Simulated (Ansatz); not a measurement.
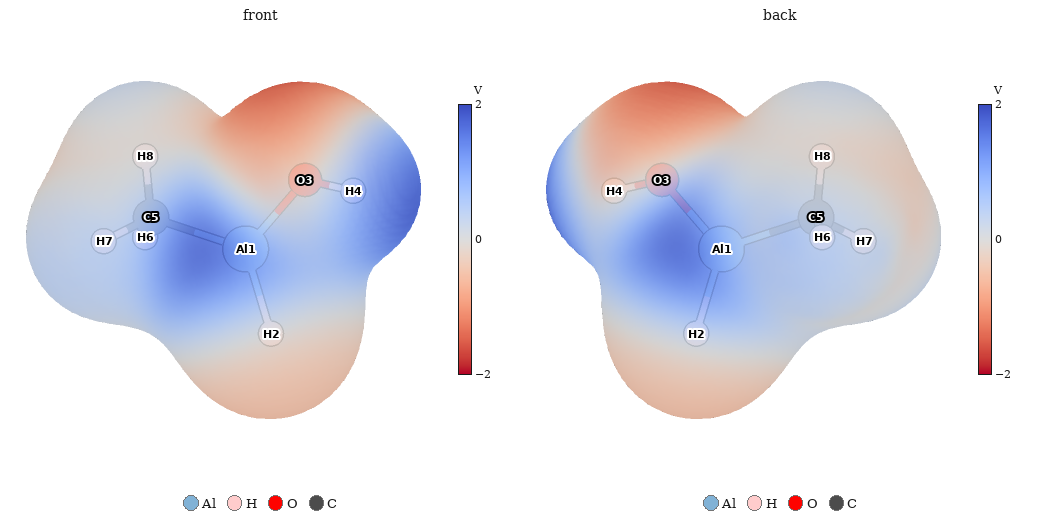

The picture shows: CH5AlO. The molecular electrostatic potential painted on the density surface at 0.001 e/bohr³, seen from the front and from behind; red is negative and blue positive.

Level of theory: Ansatz, RKS PBE/def2-SVP.

The calculation's input:

```
crystal:
  periodic: [false, false, false]
  atoms:
    - { symbol: Al, position_ang: [0.0, 0.0, 0.0] }
    - { symbol: H, position_ang: [0.0, 0.0, 1.56] }
    - { symbol: O, position_ang: [1.5415, 0.0, -0.89] }
    - { symbol: H, position_ang: [1.8414, -0.9519, -1.0449] }
    - { symbol: C, position_ang: [-1.706, 0.0, -0.985] }
    - { symbol: H, position_ang: [-2.2662, -0.9305, -0.7558] }
    - { symbol: H, position_ang: [-2.3102, 0.8797, -0.6796] }
    - { symbol: H, position_ang: [-1.5043, 0.0508, -2.0753] }
basis:
  gaussian: { orbitals: def2-SVP }
hamiltonian:
  xc: pbe
relax:
  f_tol: 0.02
  max_steps: 40
output:
  orbitals: {}
```

Launched as:

```sh
ansatz run input.yaml --threads 1 --pin off --max-ram 2048MiB --backend cpu --events-out ev --progress --plain --runs-dir out
```

The fields are those of the relaxed geometry.

> Describe the electrostatic potential map.

The most negative region (about −1.4 V) lies over O3, the most positive (about +1.7 V) over Al1 and H4. O3 is the likeliest acceptor of a hydrogen bond.
